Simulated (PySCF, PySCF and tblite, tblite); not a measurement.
# C₄H₇F₃: conformers and averaged spectra, part 2 of 2

PySCF and tblite. Atoms count from 0. Earlier steps stand in the parts before.

## (10) Couplings, conformer 2: B3LYP/pcJ-1+pcSseg-1

What the job is given:

```
{"job": {"xc": "B3LYP", "basis": {"default": "pcSseg-1", "H": "pcJ-1", "F": "pcJ-1"}, "nuclei": ["H", "F", "P", "Si", "B"], "kind": "j"}, "charge": 0, "multiplicity": 1}
C     -1.642503     0.162900     0.376308
C     -0.640544     0.206523    -0.768105
C      0.668558    -0.534713    -0.519653
C      1.549547     0.061554     0.548108
F      2.750366    -0.528339     0.562568
F      1.750923     1.370506     0.351483
F      1.032671    -0.074916     1.777409
H     -2.582728     0.654961     0.086432
H     -1.882361    -0.874770     0.658318
H     -1.263158     0.669003     1.275071
H     -0.408373     1.252827    -1.026282
H     -1.096293    -0.231743    -1.670567
H      0.487909    -1.583656    -0.235527
H      1.275307    -0.550611    -1.437729
```

Output:

```text
coarse grid: 11944 points
cycle   1  E = -455.9757438562  dE =  7.943e-01  |g| = 9.368e-01  |ddm| = 2.786e+00
cycle   2  E = -455.8164608844  dE =  1.593e-01  |g| = 1.421e+00  |ddm| = 1.137e+00
cycle   3  E = -456.1244200066  dE = -3.080e-01  |g| = 7.515e-02  |ddm| = 6.769e-01
cycle   4  E = -456.1252311520  dE = -8.111e-04  |g| = 4.588e-02  |ddm| = 7.915e-02
cycle   5  E = -456.1256935927  dE = -4.624e-04  |g| = 4.904e-03  |ddm| = 3.371e-02
cycle   6  E = -456.1256981980  dE = -4.605e-06  |g| = 1.545e-03  |ddm| = 4.793e-03
final grid: 117248 points
cycle   7  E = -456.1871353625  dE = -1.366e-04  |g| = 8.027e-03  |ddm| = 1.910e-02
cycle   8  E = -456.1871246904  dE =  1.067e-05  |g| = 1.113e-02  |ddm| = 1.158e-02
cycle   9  E = -456.1871472145  dE = -2.252e-05  |g| = 5.709e-04  |ddm| = 6.741e-03
cycle  10  E = -456.1871472421  dE = -2.759e-08  |g| = 3.810e-04  |ddm| = 5.355e-04
cycle  11  E = -456.1871472718  dE = -2.973e-08  |g| = 3.629e-05  |ddm| = 2.441e-04
cycle  12  E = -456.1871472721  dE = -2.437e-10  |g| = 8.234e-06  |ddm| = 3.533e-05
converged SCF energy = -456.1871472721

Indirect spin-spin couplings (Hz)
  i      j    bonds     total        FC       PSO       DSO        SD
  4 F    5 F    2     66.176    41.139   -23.809    -0.379    49.225
  4 F    6 F    2     65.250    42.719   -26.457    -0.345    49.333
  4 F    7 H    5      2.491     2.695     1.059    -1.275     0.011
  4 F    8 H    5      0.176     0.280     0.774    -0.846    -0.031
  4 F    9 H    5      0.197     0.584     0.690    -1.088     0.011
  4 F   10 H    4     -1.861    -1.288     0.732    -1.203    -0.103
  4 F   11 H    4      3.773     3.489     1.371    -1.248     0.160
  4 F   12 H    3     -0.477    -0.174     0.064     0.071    -0.437
  4 F   13 H    3      5.448     6.028    -0.338     0.474    -0.717
  5 F    6 F    2     55.981    41.194   -33.156    -0.277    48.220
  5 F    8 H    5      0.456     0.388     1.166    -0.969    -0.130
  5 F    9 H    5      0.410     0.022    -0.035     0.568    -0.145
  5 F   10 H    4      1.061     1.405    -1.660     1.528    -0.212
  5 F   11 H    4     -0.160     0.245     0.805    -1.079    -0.131
  5 F   12 H    3     24.944    26.013     0.973    -2.078     0.036
  5 F   13 H    3     -0.395    -0.857     0.810    -0.074    -0.273
  6 F    7 H    5      4.113     4.202     0.626    -0.778     0.062
  6 F    8 H    5     -0.690    -0.400    -0.796     0.487     0.019
  6 F    9 H    5      6.866     7.354    -2.742     2.015     0.238
  6 F   11 H    4      0.567     0.821     1.165    -1.307    -0.112
  6 F   12 H    3      3.757     3.673     0.233     0.342    -0.491
  6 F   13 H    3     30.396    31.513     0.934    -2.057     0.006
  7 H    8 H    2    -14.546   -14.411     2.302    -2.437         -
  7 H    9 H    2    -14.549   -14.444     2.205    -2.309         -
  7 H   10 H    3      3.042     3.149     0.263    -0.369         -
  7 H   11 H    3      5.146     5.251     0.216    -0.321         -
  7 H   12 H    4     -0.475    -0.266     1.114    -1.323         -
  7 H   13 H    4      1.239     1.437     1.344    -1.541         -
  8 H    9 H    2    -14.219   -14.145     2.029    -2.103         -
  8 H   10 H    3     16.264    16.654     2.247    -2.636         -
  8 H   11 H    3      3.600     3.736     0.398    -0.535         -
  8 H   13 H    4     -0.593    -0.386     1.102    -1.309         -
  9 H   10 H    3      5.024     5.102     0.067    -0.145         -
  9 H   11 H    3     17.461    17.854     2.249    -2.642         -
  9 H   12 H    4     -0.356    -0.221     0.300    -0.434         -
  9 H   13 H    4     -0.848    -0.584     1.331    -1.595         -
 10 H   11 H    2    -16.256   -16.244     1.760    -1.773         -
 10 H   12 H    3     15.058    15.416     2.160    -2.518         -
 10 H   13 H    3      2.842     2.881     0.000    -0.039         -
 11 H   12 H    3      3.280     3.350     0.203    -0.273         -
 11 H   13 H    3      5.725     5.724    -0.227     0.228         -
 12 H   13 H    2    -16.337   -16.391     1.522    -1.468         -
```

It took 41 s on 1 thread of Arm Neoverse V2, shared host; peak memory 0.95 GiB.

In short: HOMO -9.44 eV, LUMO 0.96 eV; dipole 2.28 D.

## (11) The ensemble: properties at PBE0/pcSseg-1

What the job is given:

```
{"job": {"study": "conf", "smiles": "CCCC(F)(F)F", "search": {"seed": 6385, "n_embed": 90, "ff_keep": 14, "window": 4.0, "nmax": 7, "temps": [150, 200, 250, 298.15, 400], "t_ref": 298.15, "order": 0.002, "geom": true}, "level": {"nmr": {"xc": "PBE0", "basis": "pcSseg-1"}, "sp": {"xc": "PBE0", "basis": "def2-TZVP"}, "j": {"xc": "B3LYP", "basis": {"default": "pcSseg-1", "H": "pcJ-1", "F": "pcJ-1"}, "nuclei": ["H", "F", "P", "Si", "B"], "top": 4}}, "kind": "conf"}, "charge": 0, "multiplicity": 1}
C     -1.967404     0.009072    -0.028094
C     -0.565467    -0.052335    -0.610694
C      0.515395     0.040682     0.455841
C      1.911439     0.000348    -0.104045
F      2.142381    -1.131837    -0.780212
F      2.137866     1.015526    -0.948040
F      2.828668     0.077466     0.865721
H     -2.146294    -0.816521     0.678921
H     -2.135243     0.952378     0.515613
H     -2.729343    -0.058961    -0.818309
H     -0.421695     0.764966    -1.335763
H     -0.430323    -0.989874    -1.174000
H      0.426071     0.976732     1.029221
H      0.433270    -0.788113     1.176567
```

Output:

```text
conformer  sym    E(xTB)   E(DFT)   G(298.15 K)  weight  dipole/D
    1     Cs      0.000    0.000    0.000   0.7906    2.384
    2     C1      0.780    1.004    0.787   0.2094    2.325

mean shielding (ppm) by class
class atoms           150 K      200 K      250 K   298.15 K      400 K
  0 C  0            169.261    169.302    169.347    169.386    169.451
  1 C  1            166.173    166.143    166.112    166.084    166.038
  2 C  2            145.521    145.641    145.769    145.882     146.07
  3 C  3             52.538     52.501     52.462     52.428      52.37
  4 F  4,5,6        261.258     260.97    260.663    260.393    259.942
  5 H  7,8,9          30.25     30.246     30.241     30.238     30.231
  6 H  10,11         29.805     29.803       29.8     29.798     29.794
  7 H  12,13         29.587     29.579     29.571     29.564     29.552
```

It took 2.3 min on 1 thread of Arm Neoverse V2, shared host. This counts the runs that the step sums up.

The search (ETKDG and KDG, MMFF94s, GFN2-xTB) embedded 90 structures, kept 2 distinct ones after the force field and 2 after xTB; 2 were carried on (window 4.0 kcal/mol at the search's own energies). Energies: PBE0/def2-TZVP with D3(BJ).

Conformer by conformer (298 K):

| no. | group | mirror pair | ΔE xTB | ΔE DFT | ΔG | weight (%) | μ (D) | C0–C1–C2–C3 (°) | A, B, C (GHz) |
| --- | --- | --- | --- | --- | --- | --- | --- | --- | --- |
| 1 | Cs | no | 0.00 | 0.00 | 0.00 | 79.1 | 2.38 | -179 | 4.94, 1.46, 1.44 |
| 2 | C1 | yes | 0.78 | 1.00 | 0.79 | 20.9 | 2.33 | -67 | 4.40, 1.80, 1.71 |

Energies in kcal/mol. ΔG holds xTB vibrations and rotation, symmetry numbers and mirror pairs.

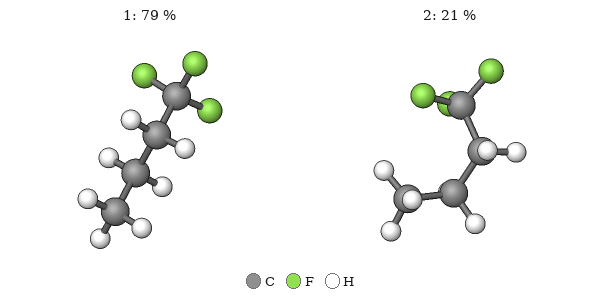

The conformers with their weights.

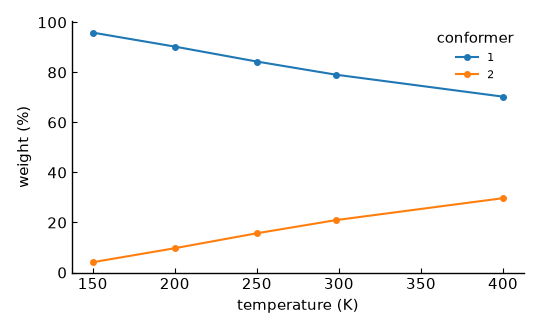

Weights against temperature.

How the weights hang on the way they are made:

```
                      scheme    1   2  mean μ (D)
             DFT free energy   79  21        2.37
DFT energy, symmetry counted   73  27        2.37
            DFT energy alone   84  16        2.38
xTB energy, symmetry counted   65  35        2.36
             xTB free energy   72  28        2.37
       lowest conformer only  100   0        2.38
               equal weights   50  50        2.35
```

Shifts against references run at the same level ($^{13}$C TMS 184.4, $^{19}$F CFCl3 177.2, $^{1}$H TMS 31.27 ppm of shielding), by class of atoms, at 298 K:

```
     atoms                  environment  no. 1  no. 2  average
        C3                   CF3 carbon  131.8  132.5    132.0
        C2                      sp3 CH2   39.0   36.8     38.5
        C1                      sp3 CH2   18.2   18.7     18.3
        C0                methyl carbon   15.2   14.4     15.0
  H12, H13       hydrogen on an sp3 CH2   1.67   1.81     1.70
  H10, H11       hydrogen on an sp3 CH2   1.46   1.50     1.47
H7, H8, H9  hydrogen on a methyl carbon   1.01   1.09     1.03
F4, F5, F6      fluorine of a CF3 group  -84.2  -79.1    -83.1
```

Couplings (Hz, B3LYP/pcJ-1+pcSseg-1; one pair named for each class), from conformers that hold 100 % of the weight:

```
   pair  bonds  no. 1  no. 2  average
  F4–F5      2   61.8   62.5     61.9
H12–H13      2  -15.6  -16.3    -15.8
H10–H11      2  -15.0  -16.3    -15.2
  H7–H8      2  -14.3  -14.4    -14.3
H10–H13      3   15.3    3.1     12.8
 F4–H12      3    9.8   10.6     10.0
 H7–H10      3    8.3    8.4      8.3
H10–H12      3    4.3   10.4      5.6
```

Effective distances for nuclear Overhauser effects, ⟨r⁻⁶⟩^(−1/6) over all pairs of two classes (Å): H7···H10 2.63; H10···H12 2.67; H7···H12 3.01.

## (12) What came out

This closing draws on all 2 parts.

| quantity | value |
| --- | --- |
| conformers | 2; the first in weight is no. 1 (Cs), 79 % at 298 K |
| root-mean-square dipole | 2.37 D |
| averaged $^{13}$C shifts (PBE0/pcSseg-1) | 132.0, 38.5, 18.3, 15.0 ppm |
| averaged $^{1}$H shifts (PBE0/pcSseg-1) | 1.70, 1.47, 1.03 ppm |
| averaged $^{19}$F shifts (PBE0/pcSseg-1) | -83.1 ppm |

**Reading.** Conformer 1 leads with 79 % at 298 K, and its share goes from 96 % at 150 K to 70 % at 400 K. Among conformers over 5 %, C2 differs by 2.1 ppm, while the average moves by 0.5 ppm from 150 to 400 K. Among vicinal couplings, H10–H13 differs most between the conformers listed (15.3 for no. 1, 3.1 for no. 2; average 12.8 Hz).
